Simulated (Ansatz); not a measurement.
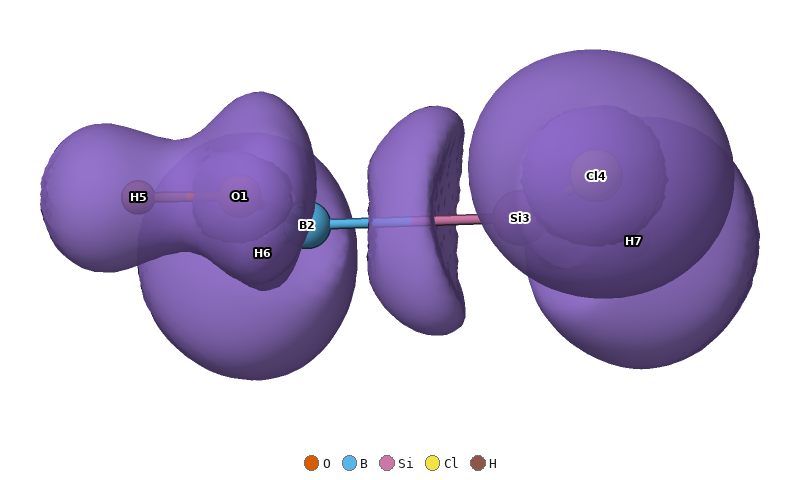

The picture shows: BClH₃OSi (SMILES OB[SiH+]Cl) (charge +1). Isosurface of the ELF at 0.75 (purple), seen from one side. Core shells and regions of very low density are left out.

Level of theory: Ansatz, RKS PBE-D4/def2-SVP.

```xyz
7

O    -0.1029   -1.5752   -0.2593
B    -0.4407   -0.3506   -0.6431
Si    0.3672    1.1064    0.6049
Cl    1.5379    0.5410    2.1329
H    -0.4490   -2.3171   -0.8026
H    -1.1238   -0.0009   -1.5791
H     0.2113    2.5965    0.5463
```

Question: Identify the bonds, lone pairs and shells in this picture.

Answer: The ELF exceeds this value in one region between bonded B–Si atoms (shared pairs), two regions around hydrogen nuclei, one region on Cl in which the atom's valence shell and bonds are merged and one joined region spread over several atoms (H, O), in which their bonds and any lone pairs are merged.

Values along the shortest contacts:
B–O (1.33 Å): the ELF peaks at about 0.90 between the atoms (a polar covalent bond). Si–Cl (2.01 Å): the ELF peaks at about 0.85 between the atoms: a polar covalent bond.
